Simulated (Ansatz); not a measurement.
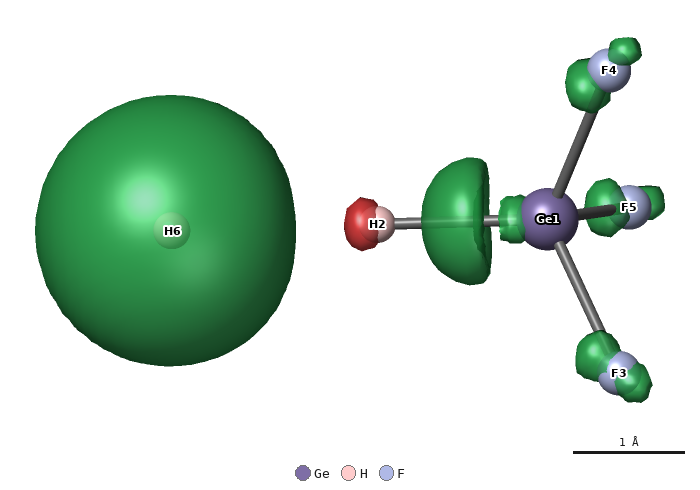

Figure. F3GeH···H (doublet). Isosurfaces of the spin density (α minus β) at +0.02 (green) and −0.02 e/Å³ (red), seen at a tilt.

These are results of UKS r2SCANh-D4/def2-SVP (Ansatz), not measurements.

```xyz
6

Ge    0.0003    0.0000   -0.0191
H     0.0001    0.0000    1.5221
F     1.5822    0.0000   -0.6675
F    -0.7905    1.3698   -0.6678
F    -0.7905   -1.3698   -0.6678
H     0.0000    0.0000    3.3819
```

> Where is the unpaired spin?

The unpaired spin (1 electron) lies mostly on H6 (about 0.9), in electrons by Hirshfeld's partition.
